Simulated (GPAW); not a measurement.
The La L₃ edge of atom 1 in La2O3 (P-3m1), with 3 O at 2.36 Å, 1 O at 2.44 Å and 3 O at 2.72 Å (7-fold, site symmetry 3m), was computed in 2 ways: full core hole (charged cell) and no core hole. Program and functional: GPAW, LDA, without spin-orbit coupling, Gaussian full width 3.41 eV up to 4 eV, rising linearly to 3.5 eV at 25 eV; cells of 5 and 15 atoms (the run without a hole in the smaller).

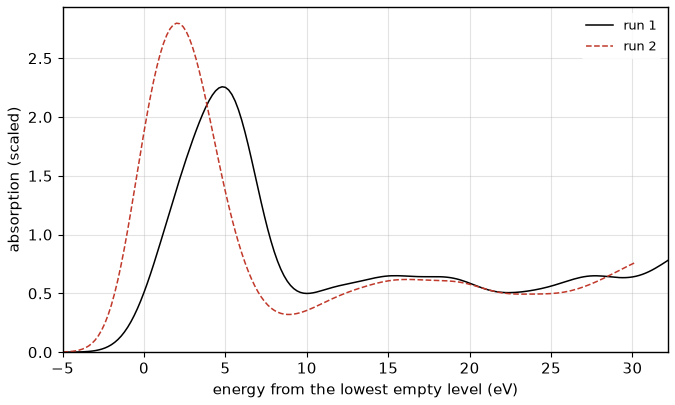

Each run is counted from its own lowest empty level or Fermi level and scaled to a mean of 1 over its first 20 eV.

Q: Which run is which?

Run 1: no core hole (area from −2 to 6 eV 10.3, main maxima 4.8 eV (2.26) and 15.4 eV (0.65)). Run 2: full core hole (charged cell) (area from −2 to 6 eV 14.9, main maxima 2.0 eV (2.80) and 16.2 eV (0.62)). With each curve scaled to its own mean, the area from −2 to 6 eV with the hole is 14.9 against 10.3, and the centre of weight from −1 to 20 eV moves by -1.6 eV, while the pattern of peaks shifts by -2.2 eV: the hole pulls the absorber's empty states down.

[Hosts, paths, dates, database ids (printed as entryN), source tags and the programs' standing remarks are cut or masked in the printed files.]

[Lists of maxima count a maximum above −3 eV only where it reaches 4 % of the highest in the window and stands out from its surroundings by 2 % of it (1.5 % where it reaches 55 %); shoulders and weaker maxima are passed over, and of the rest the first, up to two pre-edge ones and the few strongest are named.]
